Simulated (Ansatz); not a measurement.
C$_{4}$H$_{9}$NSi$_{2}$

Input file:

```
crystal:
  periodic: [false, false, false]
  atoms:
    - {symbol: C, position_ang: [-1.410038, -2.466719, -1.214265]}
    - {symbol: C, position_ang: [-0.990758, -1.330545, -1.086334]}
    - {symbol: C, position_ang: [-1.761284, 1.449516, -0.298007]}
    - {symbol: C, position_ang: [-2.997121, 0.991169, -0.068580]}
    - {symbol: "N", position_ang: [0.961535, 0.461560, 0.270886]}
    - {symbol: Si, position_ang: [-0.343271, 0.385100, -0.873493]}
    - {symbol: Si, position_ang: [2.678353, 0.421815, -0.019605]}
    - {symbol: H, position_ang: [-1.774897, -3.471859, -1.331743]}
    - {symbol: H, position_ang: [0.214179, 0.836684, -2.180051]}
    - {symbol: H, position_ang: [-1.558575, 2.516179, -0.130420]}
    - {symbol: H, position_ang: [-3.806232, 1.645149, 0.275956]}
    - {symbol: H, position_ang: [-3.251508, -0.064231, -0.219813]}
    - {symbol: H, position_ang: [0.676307, 0.353244, 1.241821]}
    - {symbol: H, position_ang: [2.896730, 0.776772, -1.451958]}
    - {symbol: H, position_ang: [3.296373, -0.917142, 0.242575]}
    - {symbol: H, position_ang: [3.377501, 1.410303, 0.859244]}
basis:
  gaussian: {orbitals: def2-SVPD}
hamiltonian: {xc: {name: PBE0}}
output: {forces: true, orbitals: {seedname: orbitals}}
```

Command:

```sh
ansatz run input.yaml --threads 2 --pin off --max-ram 5220MiB --events-out events.jsonl --progress --plain --runs-dir runs
```

Geometry: PBE0-D3(BJ)/def2-SVP.

Level of theory: isolated molecule in a Gaussian basis; Kohn-Sham density functional theory, functional PBE0 (Ansatz).

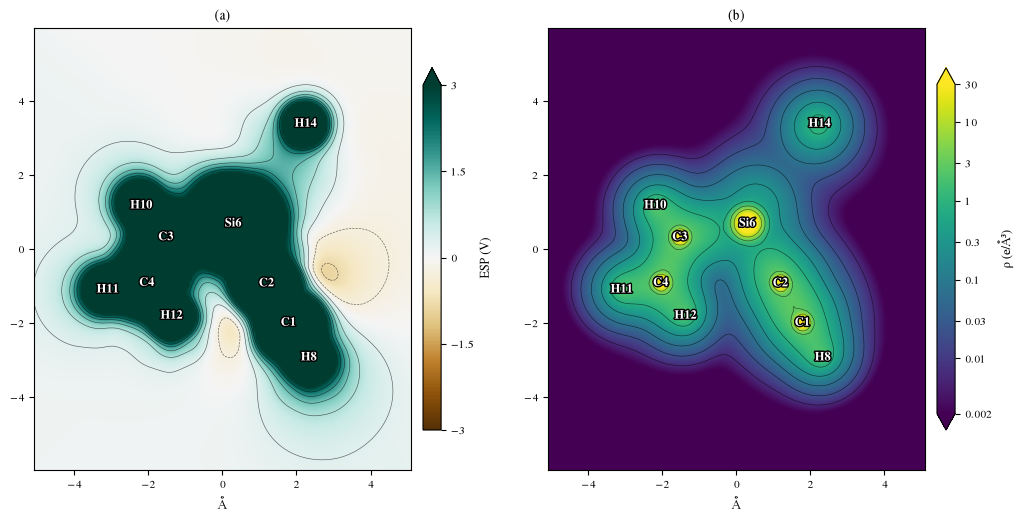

Figure 1. (a) electrostatic potential; (b) total electron density on the plane of atoms H11, C4 and H12.

**What do the fields say about this system?**

- The plane passes through C, Si and H nuclei.
- C–C (1.22 Å): the density is about 2.7 e/Å³ at the midpoint.
- C–Si (1.85 Å): ρ at the midpoint is about 0.94 e/Å³.
- C–C (1.34 Å): the density is about 2.3 e/Å³ at the midpoint.
- C–H (1.08 Å): ρ is about 2 e/Å³ halfway.
- Outside the dense part of the molecule the potential is most negative (−0.9 V) near C2.

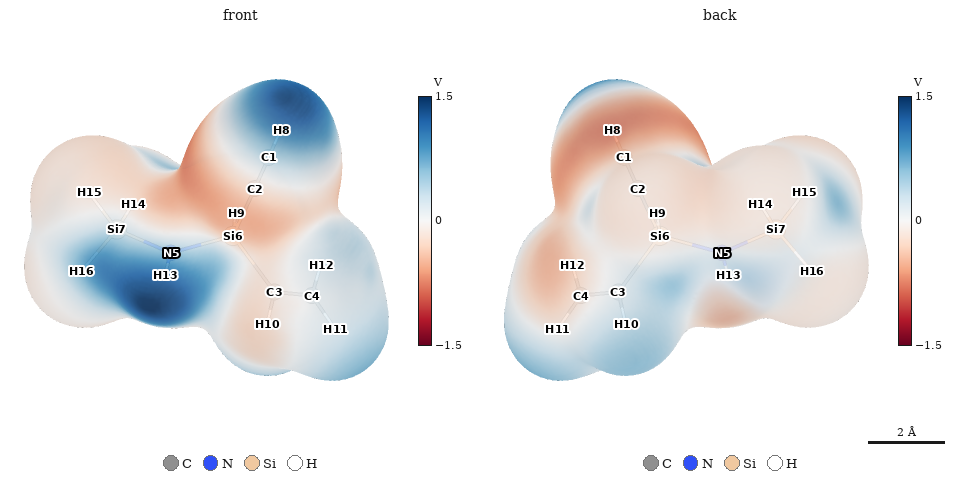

Figure 2. The electrostatic potential painted on the density surface at 0.001 e/bohr³, seen from the front and from behind; red is negative and blue positive.

**Describe the electrostatic potential map.**

The most negative region (about −0.7 V) lies over C1 and C2, the most positive (about +1.4 V) over H8 and H13.

**What dipole moment does the calculation give?**

Its dipole moment is 1.43 D.

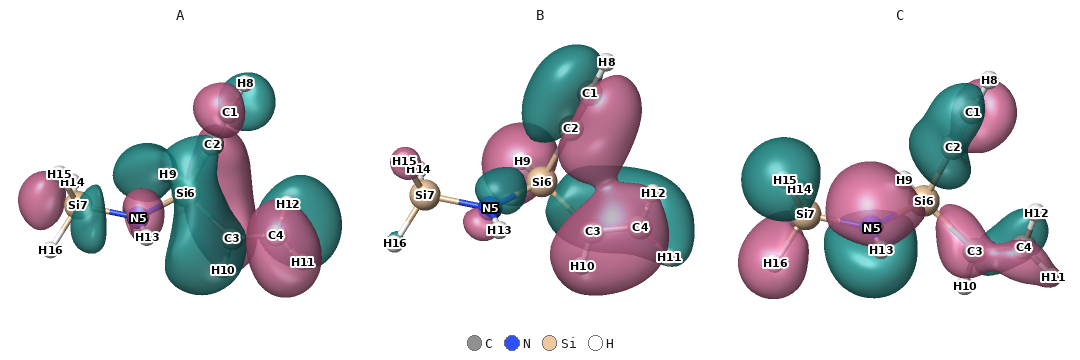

Figure 3. Three frontier orbitals at ±0.06 Å⁻³ᐟ² (teal and pink are the two phases), in no order.

**Which picture is the HOMO−1, the HOMO and the LUMO?**

B is the HOMO−1 (−8.12 eV). By Hirshfeld shares it lies mainly on C3 (about 25 %), C4 (about 25 %), C1 (about 10 %), C2 (about 10 %) and Si6 (about 10 %). C is the HOMO (−7.52 eV). Its weight (Hirshfeld) is mainly on N5 (about 45 %), Si7 (about 10 %), H15 (about 10 %) and C2 (about 5 %). A is the LUMO (−0.79 eV). Its weight (Hirshfeld) is mainly on C4 (about 30 %), C3 (about 20 %) and Si6 (about 15 %).

**What is the HOMO–LUMO gap?**

6.73 eV between the orbital energies.
